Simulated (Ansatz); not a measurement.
The figure comes from a scan of NaCl (rock salt): the cell is scaled evenly about its relaxed volume V₀. Method: r2SCAN (plane waves to 500 eV, PAW, scalar-relativistic; Ansatz, a first-principles code). k mesh 10×10×10 (Γ-centred), Fermi-Dirac smearing 0.05 eV. Energies are smeared free energies. NaCl was relaxed with its symmetry unable to fall. ΔE is measured from the relaxed starting cell.

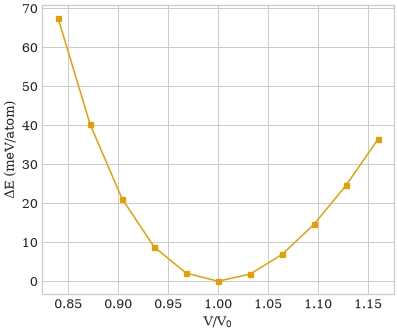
*ΔE (meV/atom) against V/V₀; one marker a computed point.*

Turn the plot into a table (rounded to what can be read).

To the nearest 1:

```
V/V₀   ΔE (meV/atom)
-----  -------------
0.840             67
0.872             40
0.904             21
0.936              9
0.968              2
1.000              0
1.032              2
1.064              7
1.096             15
1.128             25
1.160             36
```

(Under strain, the slope of the energy per volume gives the stress and its curvature an elastic modulus.)
